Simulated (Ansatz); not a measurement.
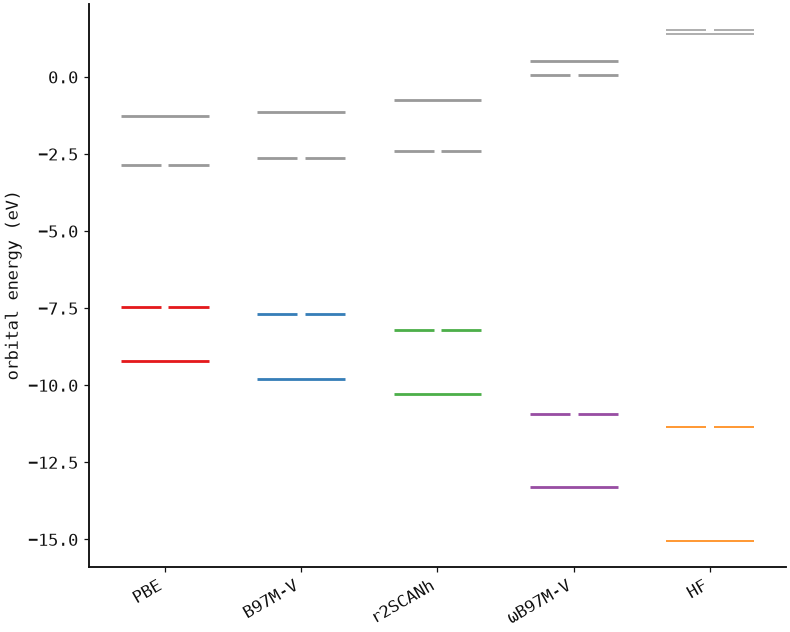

Frontier orbital energies of C₂HF₃Zr, SMILES C#[C][Zr]([F])([F])[F], singlet at one geometry, def2-TZVPP, the Ansatz code, at a PBE0-D4/def2-TZVP geometry (a minimum by its frequencies). Empty levels are grey, levels within 0.1 eV stand side by side; all columns show the same few orbitals around the gap.

Compare the HOMO-LUMO separations.

The separation grows from 4.62 eV (PBE) to 12.77 eV (HF).

| level | HOMO (eV) | LUMO (eV) | separation (eV) |
| --- | --- | --- | --- |
| PBE | −7.48 | −2.86 | 4.62 |
| B97M-V | −7.68 | −2.65 | 5.03 |
| r2SCANh | −8.20 | −2.41 | 5.79 |
| ωB97M-V | −10.93 | 0.07 | 11.01 |
| HF | −11.36 | 1.40 | 12.77 |

Caveats, for all or some of the runs: core potentials past krypton; empty levels above zero depend strongly on the basis.
